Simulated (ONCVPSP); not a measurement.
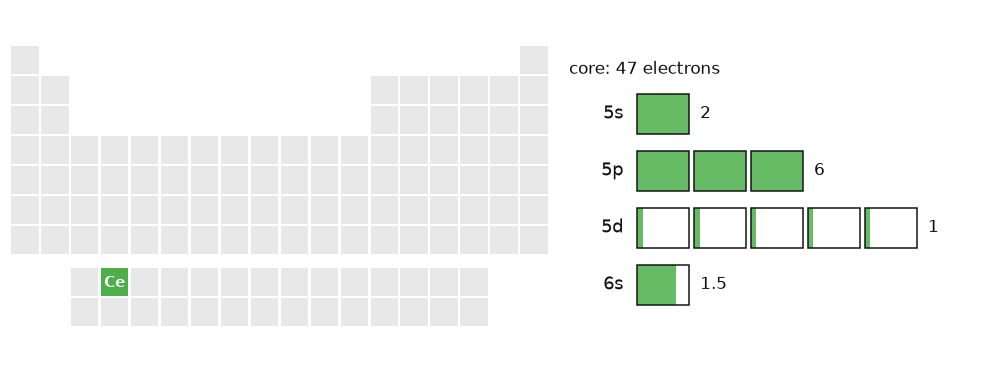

Fig. 1: Left, the place of cerium in the periodic table; right, the valence shells of the reference configuration: a box for each of the 2l + 1 orbitals, shaded by the share of the shell that is filled, with the electron count at the right.

Ce: pseudopotential generation

System: cerium (Ce, Z = 58), core [Kr] 4d10 4f1, reference valence 5s2 5p6 5d1 6s1.5 (an ion of charge +0.5), valence charge 11.
Method: ONCV potential, LDA (Perdew-Wang 92), scalar-relativistic, made with ONCVPSP 4.0.1.

## Input
```
# ATOM AND REFERENCE CONFIGURATION
# atsym  z   nc   nv     iexc    psfile
  Ce 58.00   10    4  -001012      upf
#
#   n    l    f
    1    0    2.00
    2    0    2.00
    2    1    6.00
    3    0    2.00
    3    1    6.00
    3    2   10.00
    4    0    2.00
    4    1    6.00
    4    2   10.00
    4    3    1.00
    5    0    2.00
    5    1    6.00
    5    2    1.00
    6    0    1.50
#
# PSEUDOPOTENTIAL AND OPTIMIZATION
# lmax
    2
#
#   l,   rc,      ep,       ncon, nbas, qcut
    0    2.30    0.00    4    7    6.50
    1    2.70    0.00    4    8    4.70
    2    3.30    0.00    4    9    3.80
#
# LOCAL POTENTIAL
# lloc, lpopt,  rc(5),   dvloc0
    4    5    2.00    3.00
#
# VANDERBILT-KLEINMAN-BYLANDER PROJECTORs
# l, nproj, debl
    0    3    1.20
    1    2    0.40
    2    3    1.20
#
# MODEL CORE CHARGE
# icmod, fcfact, rcfact
    3    4.00    1.35
#
# LOG DERIVATIVE ANALYSIS
# epsh1, epsh2, depsh
   -3.00    5.00    0.02
#
# OUTPUT GRID
# rlmax, drl
    6.00    0.01
#
# TEST CONFIGURATIONS
# ncnf
    4
# nvcnf
#   n    l    f
    4
    5    0    2.00
    5    1    6.00
    5    2    1.00
    6    0    2.00
#
    4
    5    0    2.00
    5    1    6.00
    5    2    1.00
    6    0    1.00
#
    4
    5    0    2.00
    5    1    6.00
    5    2    1.00
    6    0    0.00
#
    4
    5    0    2.00
    5    1    6.00
    5    2    2.00
    6    0    1.00
#
```

Hardware: 1 CPU thread, shared host.

Command:
```bash
oncvpsp.x < Ce.dat > Ce.out
```

## Log (extracts)
```
ONCVPSP  (Optimized Norm-Conservinng Vanderbilt PSeudopotential)
scalar-relativistic version 4.0.1

#   n    l    f        energy (Ha)
    1    0    2.00    -1.4785267E+03
    2    0    2.00    -2.3686186E+02
    2    1    6.00    -2.1224972E+02
    3    0    2.00    -5.1069661E+01
    3    1    6.00    -4.3241501E+01
    3    2   10.00    -3.2092315E+01
    4    0    2.00    -1.0403223E+01
    4    1    6.00    -7.8456370E+00
    4    2   10.00    -4.1637395E+00
    4    3    1.00    -3.1122629E-01
    5    0    2.00    -1.6017003E+00
    5    1    6.00    -9.6096911E-01
    5    2    1.00    -2.1518435E-01
    6    0    1.50    -2.2940288E-01

Reference configufation results
  iterations    26
  all-electron total energy (Ha)   -8.85379397D+03

Begin loop to  construct optimized pseudo wave functions
and semi-local pseudopoentials for all angular momenta

   Wellstate for l =  0  n =  7
     eigenvalue =   0.9706
     asymptotic potential =   1.4706
     half-point radius =  4.2636

Calculating optimized projector #   1

 for l=   0

    Fraction of norm inside rc  0.929580
    Optimizing pswf for qcut=   6.51 a_B^-1,  ecut=  21.16 Ha
    Residual kinetic energy error=  9.37D-08 Ha

    Energy error per electron        Cutoff
         Ha          eV             Ha
         0.01000     0.27211        9.29
         0.00100     0.02721       12.37
         0.00010     0.00272       14.89
         0.00001     0.00027       16.90

Calculating optimized projector #   2

 for l=   0

    Fraction of norm inside rc  0.066136
    Optimizing pswf for qcut=   6.51 a_B^-1,  ecut=  21.16 Ha
    Residual kinetic energy error=  2.79D-08 Ha

    Energy error per electron        Cutoff
         Ha          eV             Ha
         0.01000     0.27211        7.39
         0.00100     0.02721       11.11
         0.00010     0.00272       14.12
         0.00001     0.00027       16.48

Calculating optimized projector #   3

 for l=   0

    Fraction of norm inside rc  0.147468
    Optimizing pswf for qcut=   6.51 a_B^-1,  ecut=  21.16 Ha
    Residual kinetic energy error=  2.15D-07 Ha

    Energy error per electron        Cutoff
         Ha          eV             Ha
         0.01000     0.27211        9.97
         0.00100     0.02721       13.32
         0.00010     0.00272       15.94
         0.00001     0.00027       18.29

WARNING wellstate: negative energy specified for n= 6 l=  1
WARNING scattering state with energy  0.25000000
WARNING will be used for the first projector

   Wellstate for l =  1  n =  7
     eigenvalue =   0.2500
     asymptotic potential =   0.7500
     half-point radius =  8.6674

Calculating optimized projector #   1

 for l=   1

    Fraction of norm inside rc  0.926006
    Optimizing pswf for qcut=   4.70 a_B^-1,  ecut=  11.04 Ha
    Residual kinetic energy error=  6.70D-07 Ha

    Energy error per electron        Cutoff
         Ha          eV             Ha
         0.01000     0.27211        4.02
         0.00100     0.02721        5.24
         0.00010     0.00272        6.44
         0.00001     0.00027        7.66

Calculating optimized projector #   2

 for l=   1

    Fraction of norm inside rc  0.080721
    Optimizing pswf for qcut=   4.70 a_B^-1,  ecut=  11.04 Ha
    Residual kinetic energy error=  4.50D-06 Ha

    Energy error per electron        Cutoff
         Ha          eV             Ha
         0.01000     0.27211        3.37
         0.00100     0.02721        4.69
         0.00010     0.00272        5.93
         0.00001     0.00027       10.17

   Wellstate for l =  2  n =  7
     eigenvalue =   0.9848
     asymptotic potential =   1.4848
     half-point radius =  5.7821

   Wellstate for l =  2  n =  8
     eigenvalue =   2.1848
     asymptotic potential =   2.6848
     half-point radius =  5.3968

Calculating optimized projector #   1

 for l=   2

    Fraction of norm inside rc  0.712103
    Optimizing pswf for qcut=   3.79 a_B^-1,  ecut=   7.20 Ha
    Residual kinetic energy error=  1.71D-05 Ha

    Energy error per electron        Cutoff
         Ha          eV             Ha
         0.01000     0.27211        4.02
         0.00100     0.02721        5.32
         0.00010     0.00272        6.57
         0.00001     0.00027        8.53

Calculating optimized projector #   2

 for l=   2

    Fraction of norm inside rc  0.250151
    Optimizing pswf for qcut=   3.79 a_B^-1,  ecut=   7.20 Ha
    Residual kinetic energy error=  2.29D-04 Ha

    Energy error per electron        Cutoff
         Ha          eV             Ha
         0.01000     0.27211        5.01
         0.00100     0.02721        6.51
         0.00010     0.00272        7.88
         0.00001     0.00027       23.38

Calculating optimized projector #   3

 for l=   2

    Fraction of norm inside rc  0.223207
    Optimizing pswf for qcut=   3.79 a_B^-1,  ecut=   7.20 Ha
    Residual kinetic energy error=  2.28D-03 Ha

    Energy error per electron        Cutoff
         Ha          eV             Ha
         0.01000     0.27211        5.97
         0.00100     0.02721        7.87
         0.00010     0.00272       12.54
         0.00001     0.00027       25.40

Construct Vanderbilt / Kleinmman-Bylander projectors

B matrix Hermiticity error, ll=   0
   1   2    1.0364E-04
   1   3   -2.5697E-04
   2   3    4.7470E-05

  Orthonormal projector coefficients  1.6966E+01 -7.2172E-01  5.5524E-01

B matrix Hermiticity error, ll=   1
   1   2   -7.1303E-05

  Orthonormal projector coefficients  6.4828E-01 -4.6609E-01

B matrix Hermiticity error, ll=   2
   1   2   -5.7447E-05
   1   3    8.7012E-05
   2   3    7.3272E-05

  Orthonormal projector coefficients -1.7135E+00 -3.7944E-01 -2.7951E-01

Model core correction analysis
  based on d2Exc/dn_idn_j

d2excae - all-electron derivatives

   -2.342122D-02   -2.086190D-02   -9.653929D-03   -2.277267D-03
   -2.086193D-02   -2.083768D-02   -1.279531D-02   -3.729549D-03
   -9.653871D-03   -1.279504D-02   -1.738240D-02   -1.453216D-02
   -2.277167D-03   -3.728963D-03   -1.452569D-02   -2.501087D-02

d2excps - pseudofunction derivatives with no core correction

   -3.391907D-02   -2.836391D-02   -1.154027D-02   -3.334767D-03
   -2.836463D-02   -2.573274D-02   -1.407104D-02   -4.558618D-03
   -1.154047D-02   -1.407080D-02   -1.847766D-02   -1.484966D-02
   -3.334839D-03   -4.558076D-03   -1.484313D-02   -2.527187D-02

rms 2nd derivative error    4.048076E-03

rmatch, rhocmatch    1.1938    3.6364

Teter function model core charge with specified parameters

d2excps - pseudofunction derivatives with core correction

   -2.568270D-02   -2.227784D-02   -1.029063D-02   -2.563888D-03
   -2.227794D-02   -2.116860D-02   -1.308262D-02   -4.002553D-03
   -1.029055D-02   -1.308226D-02   -1.816206D-02   -1.476024D-02
   -2.563792D-03   -4.001951D-03   -1.475370D-02   -2.518800D-02

rms 2nd derivative error    8.391280E-04

Pseudoatom total energy  -32.891156

Diagnostic tests using Vanderbilt-Kleinman-Bylander pseudopotentials
  1 or more projectors used as specified by nproj input data

   l    rcore       rmatch      e in        delta e   norm test  slope test

   0   2.3052803   2.3752736  -1.6017003   0.0000002   1.0001117   1.0001090
   0   2.3052803   2.3752736  -0.2294029   0.0000021   1.0000308   1.0000220
   0   2.3052803   2.3752736   0.9705971   0.0000323   1.0001757   1.0001757

   1   2.7093756   2.7916381  -0.9609691  -0.0000000   1.0000856   1.0000867
   1   2.7093756   2.7916381   0.2500000   0.0000056   1.0001057   1.0001057

   2   3.3006736   3.4008892  -0.2151844  -0.0000004   1.0000261   1.0000281
   2   3.3006736   3.4008892   0.9848156   0.0000065   1.0001246   1.0001246
   2   3.3006736   3.4008892   2.1848156  -0.0000031   1.0001363   1.0001363

 Testing for bound ghosts
   n   l    E NL Schr. Eq   E Basis Diag.   E Cutoff

   1   0       -1.601700       -1.601699     49.72
   2   0       -0.229401       -0.206994     49.72

   2   1       -0.960969       -0.960968     41.47

   3   2       -0.215185       -0.215027     50.89

 Testing for highly-localized positive-energy ghosts
       l    <radius>/rc     E Basis Diag.   E Cutoff

       0        0.164113       21.522399     49.72  WARNING - GHOST(+)

Test configuration 0

   n   l     f        eae           eps        diff
   1   0  2.0000-1478.52665400
   2   0  2.0000 -236.86185782
   2   1  6.0000 -212.24971777
   3   0  2.0000  -51.06966059
   3   1  6.0000  -43.24150070
   3   2 10.0000  -32.09231496
   4   0  2.0000  -10.40322340
   4   1  6.0000   -7.84563701
   4   2 10.0000   -4.16373951
   4   3  1.0000   -0.31122629
   5   0  2.0000   -1.60170027   -1.60170008    1.95D-07
   5   1  6.0000   -0.96096911   -0.96096915   -3.39D-08
   5   2  1.0000   -0.21518435   -0.21518471   -3.58D-07
   6   0  1.5000   -0.22940288   -0.22940082    2.06D-06

    Total energies and differences
      AE_ref= -8.85379397D+03  AE_tst= -8.85379397D+03  dif=  0.00D+00
      PS_ref= -3.28911562D+01  PS_tst= -3.28911562D+01  dif=  9.95D-14
      PSP excitation error= -9.95D-14

Test configuration 1

   n   l     f        eae           eps        diff
   1   0  2.0000-1478.42092965
   2   0  2.0000 -236.75651738
   2   1  6.0000 -212.14435641
   3   0  2.0000  -50.96436768
   3   1  6.0000  -43.13620686
   3   2 10.0000  -31.98703324
   4   0  2.0000  -10.29797145
   4   1  6.0000   -7.74039210
   4   2 10.0000   -4.05852269
   4   3  1.0000   -0.20629461
   5   0  2.0000   -1.49677099   -1.49643660    3.34D-04
   5   1  6.0000   -0.85635994   -0.85610018    2.60D-04
   5   2  1.0000   -0.11686075   -0.11681779    4.30D-05
   6   0  2.0000   -0.14262584   -0.14262384    2.00D-06

    Total energies and differences
      AE_ref= -8.85379397D+03  AE_tst= -8.85388671D+03  dif= -9.27D-02
      PS_ref= -3.28911562D+01  PS_tst= -3.29839057D+01  dif= -9.27D-02
      PSP excitation error=  1.62D-05

Test configuration 2

   n   l     f        eae           eps        diff
   1   0  2.0000-1478.64279825
   2   0  2.0000 -236.97752618
   2   1  6.0000 -212.36541211
   3   0  2.0000  -51.18521955
   3   1  6.0000  -43.35706113
   3   2 10.0000  -32.20786842
   4   0  2.0000  -10.51867157
   4   1  6.0000   -7.96107063
   4   2 10.0000   -4.27912661
   4   3  1.0000   -0.42611585
   5   0  2.0000   -1.71645617   -1.71689804   -4.42D-04
   5   1  6.0000   -1.07510481   -1.07545857   -3.54D-04
   5   2  1.0000   -0.32152603   -0.32159015   -6.41D-05
   6   0  1.0000   -0.32146457   -0.32146856   -3.99D-06

    Total energies and differences
      AE_ref= -8.85379397D+03  AE_tst= -8.85365647D+03  dif=  1.38D-01
      PS_ref= -3.28911562D+01  PS_tst= -3.27536231D+01  dif=  1.38D-01
      PSP excitation error= -2.53D-05

Test configuration 3

   n   l     f        eae           eps        diff
   1   0  2.0000-1478.90121945
   2   0  2.0000 -237.23467297
   2   1  6.0000 -212.62262673
   3   0  2.0000  -51.44197493
   3   1  6.0000  -43.61382067
   3   2 10.0000  -32.46462571
   4   0  2.0000  -10.77499307
   4   1  6.0000   -8.21733889
   4   2 10.0000   -4.53524333
   4   3  1.0000   -0.68057894
   5   0  2.0000   -1.97023903   -1.97188061   -1.64D-03
   5   1  6.0000   -1.32661440   -1.32794442   -1.33D-03
   5   2  1.0000   -0.55224299   -0.55244755   -2.05D-04

    Total energies and differences
      AE_ref= -8.85379397D+03  AE_tst= -8.85323969D+03  dif=  5.54D-01
      PS_ref= -3.28911562D+01  PS_tst= -3.23367896D+01  dif=  5.54D-01
      PSP excitation error= -8.58D-05

Test configuration 4

   n   l     f        eae           eps        diff
   1   0  2.0000-1478.36406411
   2   0  2.0000 -236.69677475
   2   1  6.0000 -212.08476545
   3   0  2.0000  -50.90564873
   3   1  6.0000  -43.07748147
   3   2 10.0000  -31.92800566
   4   0  2.0000  -10.23947472
   4   1  6.0000   -7.68182737
   4   2 10.0000   -3.99973219
   4   3  1.0000   -0.14897892
   5   0  2.0000   -1.43964107   -1.43982301   -1.82D-04
   5   1  6.0000   -0.80298949   -0.80295871    3.08D-05
   5   2  2.0000   -0.08262101   -0.08250745    1.14D-04
   6   0  1.0000   -0.12394431   -0.12386321    8.11D-05

    Total energies and differences
      AE_ref= -8.85379397D+03  AE_tst= -8.85385281D+03  dif= -5.88D-02
      PS_ref= -3.28911562D+01  PS_tst= -3.29499096D+01  dif= -5.88D-02
      PSP excitation error= -7.89D-05
```

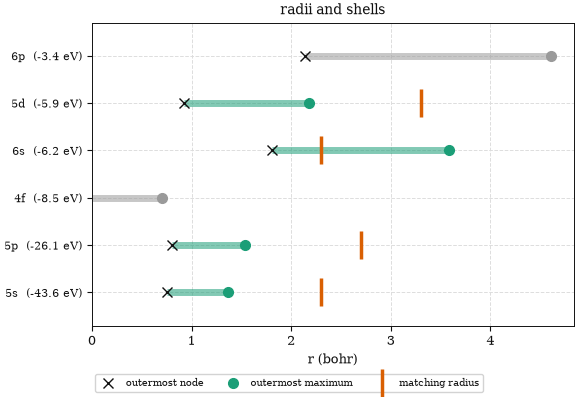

Fig. 2: Outer shells of the all-electron reference atom: each bar runs from the outermost node (or the nucleus) to the outermost maximum of u(r); the tick is the radius chosen for the pseudo-wave. Shells without a tick have no pseudo-wave of their own. Levels, nodes and maxima are from ld1.x, scalar-relativistic.

- Radii against the shells: 5s: 2.30 bohr, outside the maximum; 5p: 2.70 bohr, outside the maximum; 6s: 2.30 bohr, between node and maximum; 5d: 3.30 bohr, outside the maximum.

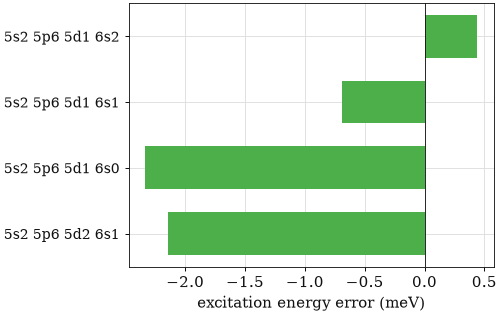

Fig. 3: Errors, all-electron minus pseudo, of the energies of valence configurations relative to the unpolarised reference 5s2 5p6 5d1 6s1.5.

- Worst configuration: 5s2 5p6 5d1 6s0 (charge +2): the error is -2.3 meV on an all-electron energy of +15.08 eV relative to the reference, or 0.015 %.
- Errors in meV: 5s2 5p6 5d1 6s2: +0.4; 5s2 5p6 5d1 6s1: -0.7; 5s2 5p6 5d1 6s0: -2.3; 5s2 5p6 5d2 6s1: -2.1.
- Configurations within 10 meV and within 50 meV: 4 and 4 of 4.

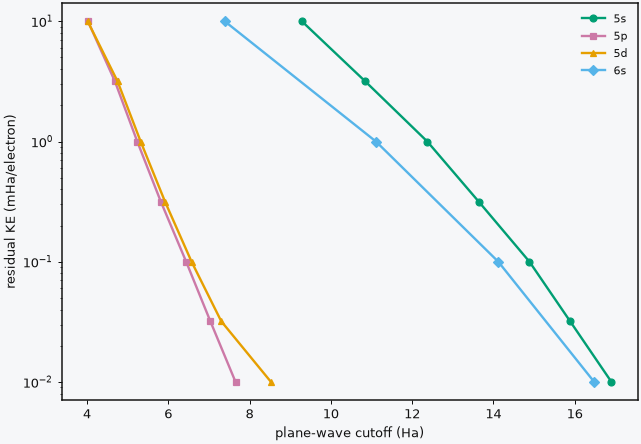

Fig. 4: Residual kinetic energy of the pseudo-waves (the first of each channel, and further valence shells) beyond the plane-wave cutoff, as the generator prints it.

- Cutoffs for 1 mHa per electron: 5s: 12 Ha; 6s: 11 Ha; 5d: 5.3 Ha; 5p: 5.2 Ha.
- Cutoffs for the occupied states: 12 Ha for 1 mHa and 15 Ha for 0.1 mHa per electron. The first is set by 5s.

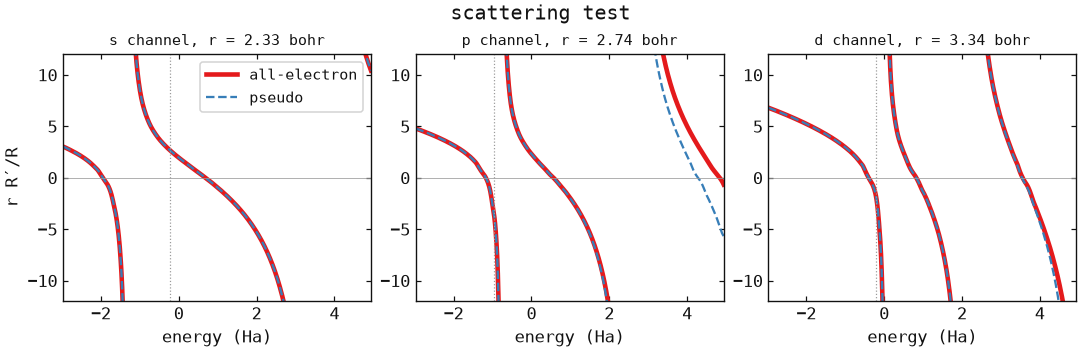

Fig. 5: Logarithmic derivatives r R′/R at the test radius against energy, all-electron atom (solid) and pseudo-atom (dashed). Here R(r) is the radial function. The dotted line marks the reference energy of the channel. Not drawn: f: not judged.

- Poles, where the radial function vanishes at the test radius: s: all-electron at -1.3 and 3.7 Ha, pseudo at -1.3 and 3.7 Ha; p: all-electron at -0.8 and 2.6 Ha, pseudo at -0.8 and 2.5 Ha; d: all-electron at 0.0 and 2.2 Ha, pseudo at 0.0 and 2.2 Ha.
- Zeros of the logarithmic derivative: s: all-electron -2.0 and 0.7 Ha, pseudo -2.0 and 0.7 Ha; p: all-electron -1.2, 0.6 and 4.8 Ha, pseudo -1.2, 0.6 and 4.3 Ha; d: all-electron -0.4, 0.8 and 3.6 Ha, pseudo -0.4, 0.8 and 3.5 Ha.

## Summary

- outcome: generated
- cutoffs needed: 12 Ha and 15 Ha (the cutoffs at which the residual kinetic energy of the hardest occupied pseudo-wave falls to 1 and 0.1 mHa per electron)
- ghost test: no bound ghost flagged; no localised positive-energy state flagged (flags above 300 eV left out)
- largest excitation error: -2.3 meV (all-electron minus pseudo) for 5s2 5p6 5d1 6s0, out of 4 test configurations
- rms error of d²Exc/dni dnj: 4.05 mHa without and 0.84 mHa with the model core
- range over which the phases arctan(r R′/R) at the test radius agree within 0.05 rad (a looser test near the poles than one of phase shifts): s: over the whole range computed; p: up to about 3.5 Ha; d: up to about 3.4 Ha; f: not judged, local potential alone
- wall time: 5.7 s

## Remarks

Warnings of the program, in the generation or the tests: wellstate: negative energy specified for n= 6 l= 1. The open f shell is frozen into the core, so the potential fits one valence alone and carries no f magnetism.
